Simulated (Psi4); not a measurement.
Approach curve of the dimer C2H6Cl2Si ··· C2H4 (SMILES C[Si](C)(Cl)Cl and C=C). Monomers: optimised at B3LYP-D3(BJ) (def2-TZVP), held rigid. Orientation: lowest of the rigid-body minima from ten starts at GFN2-xTB. Only R, the distance of the centres of mass, is varied, so the lowest point isn't the relaxed dimer.

Computed with SAPT0/jun-cc-pVDZ, frozen core (Psi4).

Components in kcal/mol:

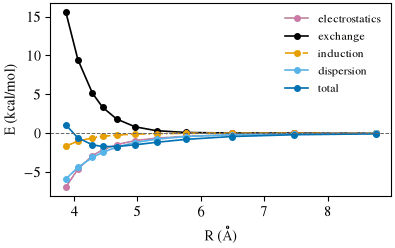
Fig. 1. Components of the interaction energy.

```json
[
 {"R / Å": "3.87", "electrostatics": "-6.96", "exchange": "15.59", "induction": "-1.66", "dispersion": "-5.91", "total": "1.05"},
 {"R / Å": "4.06", "electrostatics": "-4.62", "exchange": "9.46", "induction": "-1.05", "dispersion": "-4.41", "total": "-0.61"},
 {"R / Å": "4.29", "electrostatics": "-2.90", "exchange": "5.12", "induction": "-0.60", "dispersion": "-3.13", "total": "-1.51"},
 {"R / Å": "4.45", "electrostatics": "-2.15", "exchange": "3.32", "induction": "-0.42", "dispersion": "-2.48", "total": "-1.72"},
 {"R / Å": "4.67", "electrostatics": "-1.48", "exchange": "1.82", "induction": "-0.25", "dispersion": "-1.81", "total": "-1.72"},
 {"R / Å": "4.96", "electrostatics": "-0.97", "exchange": "0.81", "induction": "-0.14", "dispersion": "-1.21", "total": "-1.51"},
 {"R / Å": "5.30", "electrostatics": "-0.64", "exchange": "0.31", "induction": "-0.07", "dispersion": "-0.78", "total": "-1.18"},
 {"R / Å": "5.77", "electrostatics": "-0.41", "exchange": "0.08", "induction": "-0.03", "dispersion": "-0.44", "total": "-0.80"},
 {"R / Å": "6.49", "electrostatics": "-0.24", "exchange": "0.01", "induction": "-0.01", "dispersion": "-0.20", "total": "-0.44"},
 {"R / Å": "7.47", "electrostatics": "-0.13", "exchange": "0.00", "induction": "0.00", "dispersion": "-0.08", "total": "-0.21"},
 {"R / Å": "8.75", "electrostatics": "-0.07", "exchange": "0.00", "induction": "0.00", "dispersion": "-0.03", "total": "-0.09"}
]
```
